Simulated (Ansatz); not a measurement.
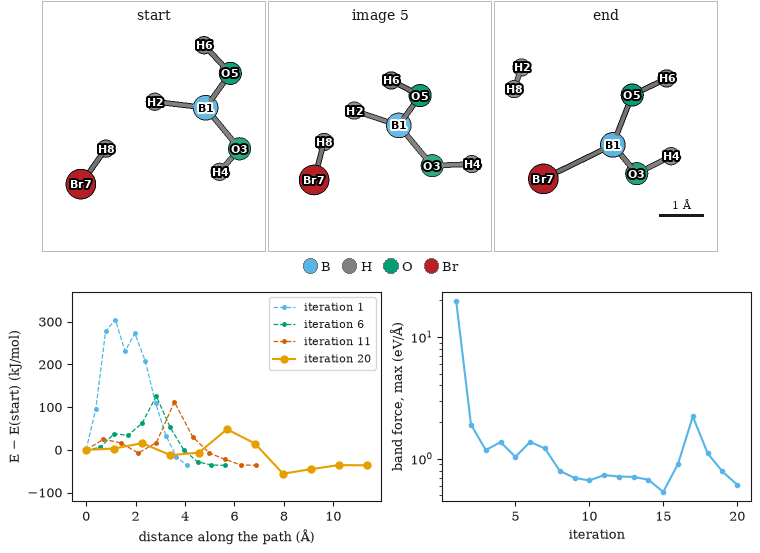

A nudged-elastic-band calculation for BH$_{4}$O$_{2}$Br. Images are numbered from 0 (start) to 10 (end). The plot follows the band through its iterations. A ball-and-stick model, seen from a free direction.

The calculation used RKS B3LYP-D4/def2-SVP (Ansatz). Run with 9 movable images; climbing image; force threshold 0.05 eV/Å; iteration limit 20; starting path through a guess of the saddle point.

**Judge this run.**

The result isn't final. The band hadn't converged when the run stopped after 20 iterations. The largest component of the band force went from 20 to 0.61 eV/Å. The barrier read from it is provisional: over the last two iterations the highest image moved from 71.0 kJ/mol to 48.3 kJ/mol. The first iteration put the highest image at 305.3 kJ/mol. Relative to the start the highest point is image 5 at +48.3 kJ/mol and the end lies at −36.1 kJ/mol, but the profile dips to −55.7 kJ/mol at image 7 on the way, so there may be more than one step; on an unconverged band the side maxima are provisional.

Cost: 17 min on 2 threads of AMD EPYC 7571, with other jobs on the host, peak memory 0.24 GiB.
